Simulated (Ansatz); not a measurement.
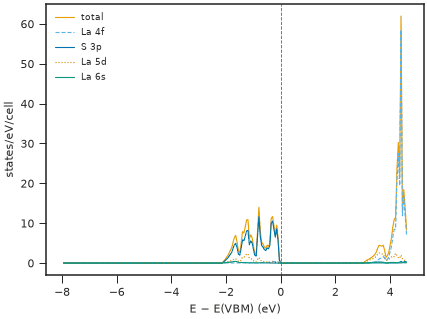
Total and projected density of states of RbLaS2 in space group R-3m (No. 166; Rb on 3a, La on 3b, S on 6c), r²SCAN (plane waves, PAW; program Ansatz)

### Question
Which orbitals carry the states next to the gap?

### Answer
Top 1 eV of the valence band: S 3p 86 %, La 5d 6 %. Bottom 1 eV of the conduction band: La 5d 53 %, La 4f 30 %, S 3p 5 %, outside the projected shells 8 %. Projections are on Löwdin-orthogonalised atomic valence shells; empty p or d shells of many metals are not among them.

### Question
Where is the tallest occupied peak in this window, and what makes it?

### Answer
Near -0.8 eV, about 14 states/eV per cell; the largest projected share is S 3p.

The first step of the workflow began from a Materials Project structure, measured or hypothetical; the Crystallography Open Database files this formula in space group No. 166, but the cells were not matched. Whether it is the stable phase at ambient conditions was not checked. Symmetry was held in the r²SCAN relaxation; its stability against distortions is not shown here. Scalar-relativistic: spin–orbit coupling is off unless named, which matters more the heavier the elements.

Potentials: the later of the program's two PAW sets.
